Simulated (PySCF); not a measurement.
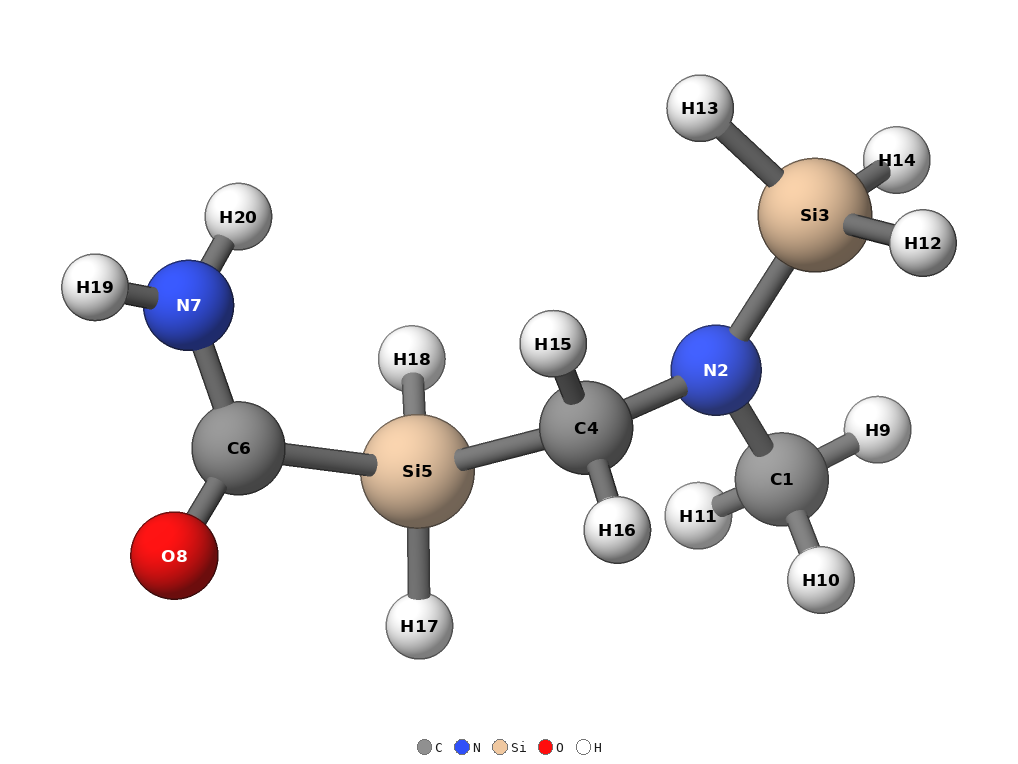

The geometry was computed by an optimisation with GFN2-xTB. No frequency run is at hand to confirm it as a minimum. Electric field gradients from the ground-state density, PBE0/pcSseg-1 (PySCF 2.14.0), non-relativistic apart from any core potentials.

Give the largest field-gradient component, the quadrupole coupling constant and the asymmetry for 14N at N2 (Q = 20.44 mb), 14N at N7 (Q = 20.44 mb), 17O at O8 (Q = −25.6 mb), 2H at H9 (Q = 2.86 mb), 2H at H10 (Q = 2.86 mb).

```
atom  V_zz (a.u.)  e²qQ/h (MHz)     η
  N2       −1.166         −5.60  0.34
  N7       −0.936         −4.50  0.03
  O8       −1.657          9.97  0.09
  H9        0.310         0.208  0.07
 H10        0.292         0.196  0.05
```

The geometry is semi-empirical. Around Si such bond lengths and angles can be off by a tenth of an ångström or more and by several degrees, and values that hang on the shape move with them.
